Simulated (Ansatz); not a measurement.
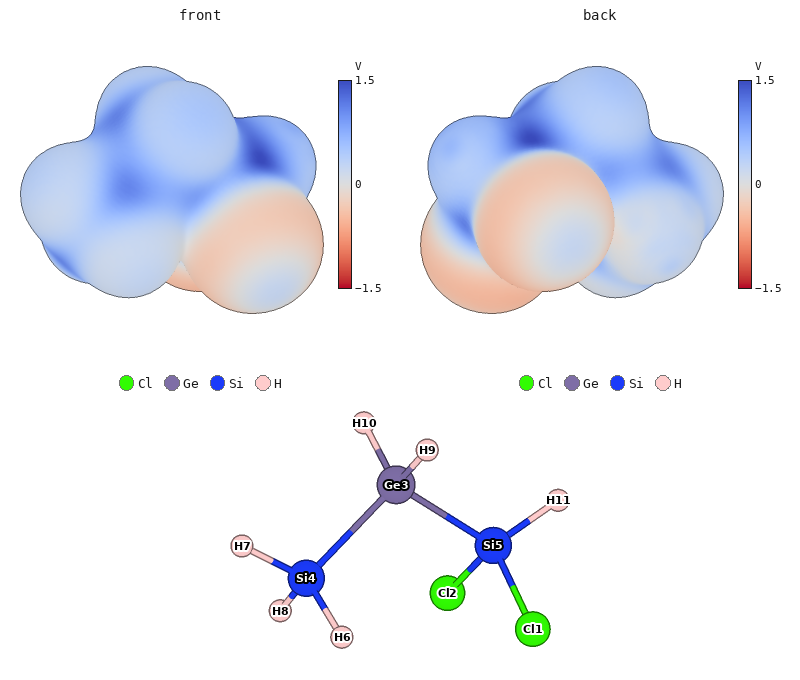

*Cl₂GeH₆Si₂ (SMILES [SiH3][GeH2][SiH](Cl)Cl). The electrostatic potential painted on the density surface at 0.002 e/bohr³, seen from the front and from behind; red is negative and blue positive. The bare structure is drawn below in the same view.*

Geometry: PBE0-D4/def2-SVP.

The calculation used isolated molecule in a Gaussian basis; Kohn-Sham density functional theory, functional PBE0 in Ansatz 0.2.0.

```yaml
atoms:
  - { symbol: Cl, position_ang: [-3.9330, -0.6322, 0.0738] }
  - { symbol: Cl, position_ang: [-1.6960, -2.5587, -1.5400] }
  - { symbol: Ge, position_ang: [-0.4704, -0.2573, 0.9186] }
  - { symbol: Si, position_ang: [-0.3389, 1.3501, -0.8345] }
  - { symbol: Si, position_ang: [-2.2052, -1.7511, 0.2973] }
  - { symbol: H, position_ang: [-1.6545, 2.0457, -0.9477] }
  - { symbol: H, position_ang: [0.7329, 2.3501, -0.5470] }
  - { symbol: H, position_ang: [-0.0328, 0.6426, -2.1124] }
  - { symbol: H, position_ang: [-0.8227, 0.3980, 2.2673] }
  - { symbol: H, position_ang: [0.8461, -1.0423, 1.0715] }
  - { symbol: H, position_ang: [-2.5177, -2.8812, 1.2128] }
```

Which sites attract a positive test charge, and which a negative one?

Answer. A positive charge is drawn to the negative regions and a negative charge to the positive ones. The most negative region (about −0.5 V) lies over Cl1 and Cl2, the most positive (about +1.4 V) over Si5. Cl1 shows a σ-hole: about +0.2 V at the tip opposite its bond, against about −0.3 V on its flanks. Cl2 shows a σ-hole: about +0.2 V at the tip opposite its bond, against about −0.3 V on its flanks.

What dipole moment does the calculation give?

Answer. Its dipole moment is 1.68 D.
